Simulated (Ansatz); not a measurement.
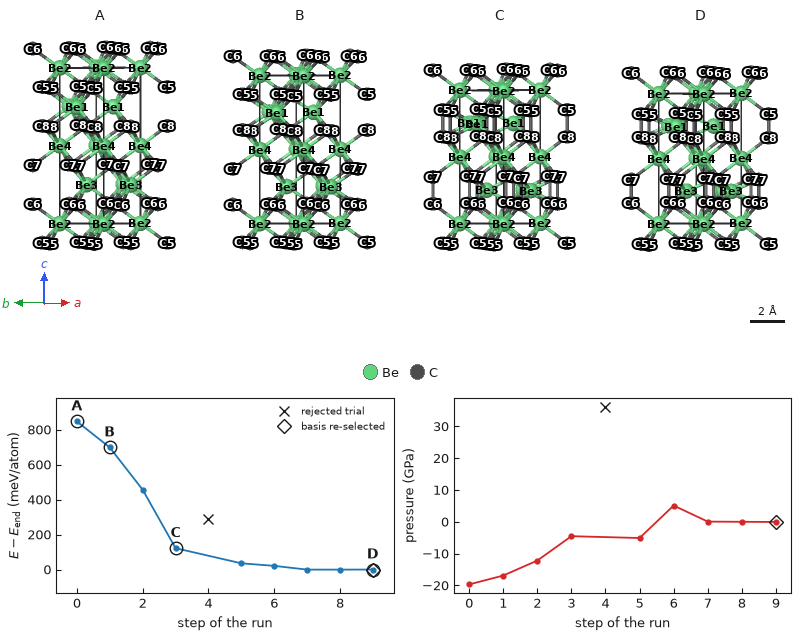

Frames of a relaxation of a crystal of BeC (a generated structure, set up in P6_3/mmc) (coarse preliminary run), marked on the history of the run. A ball-and-stick model of the cell of the calculation, seen from a free direction.

Level of theory: DFT PBE, scalar-relativistic, plane waves, PAW (Ansatz 0.2.0). Settings: plane-wave cutoff 420 eV; k-point mesh 6 × 6 × 2; occupations gaussian; smearing width 0.1 eV; no spin polarisation; cell and atoms relaxed; force threshold 0.04 eV/Å; at most 70 steps.

What happens along the run?

Answer. Over 7 accepted moves (9 points after the start) the energy falls by 847 meV per atom. The largest force component goes from 1.5 to 0.0013 eV/Å. The pressure goes from −19.69 to −0.05 GPa. The line search rejected the trial step at point 4 of the run. The SCF was repeated once at an unchanged geometry on a basis and grid sized afresh for the cell, which shifted the energy by 0.5 meV per atom at most. The largest moves relative to the cell, 0.27 Å, are those of C5, C6, C7 and C8. C5 goes along −c. Be stays in place. The drawn cell changes as follows: a = b 2.845 → 2.901 Å (+2.0 %), c 9.375 → 7.821 Å (−16.6 %); the volume changes by −13.3 %. Among the contacts that change: C5–C8 2.344 → 1.414 Å, Be1–C5 2.018 → 1.818 Å, Be2–C5 2.018 → 2.089 Å. New bonds form: C5–C8 (2.34 → 1.41 Å), C6–C7 (2.34 → 1.41 Å). Among the angles between lasting bonds that change: Be3–C6–Be3 89.7° → 105.9°, C6–Be3–C6 89.7° → 105.9°, Be2–C6–Be3 180.0° → 166.2°. The space group stays P6_3/mmc (No. 194). Cost: 15 s on 1 thread of Arm Neoverse V1 (shared host), peak memory 0.31 GiB. From step 0 to 1: C atoms move most (0.04 Å), volume −5.1 %, energy −149 meV per atom. From step 1 to 3: C atoms move most (0.17 Å), volume −10.4 %, energy −576 meV per atom. From step 3 to 9: C atoms move most (0.08 Å), volume +2.0 %, energy −122 meV per atom.

| step | E − E(0), meV/atom | largest force component, eV/Å | pressure, GPa | volume, Å³/atom | note |
| --- | --- | --- | --- | --- | --- |
| 0 | 0.00 | 1.5210 | -19.69 | 8.215 |  |
| 1 | -148.92 | 2.6047 | -16.89 | 7.796 |  |
| 2 | -390.62 | 3.9361 | -12.18 | 7.349 |  |
| 3 | -724.78 | 3.8773 | -4.52 | 6.985 |  |
| 4 | -558.46 | 13.6374 | 36.20 | 6.862 | rejected |
| 5 | -811.36 | 2.7400 | -5.09 | 7.092 |  |
| 6 | -825.91 | 2.8113 | 5.11 | 7.168 |  |
| 7 | -847.43 | 0.0591 | 0.07 | 7.126 |  |
| 8 | -847.45 | 0.0020 | 0.00 | 7.124 |  |
| 9 | -846.94 | 0.0013 | -0.05 | 7.124 | same geometry, new basis |
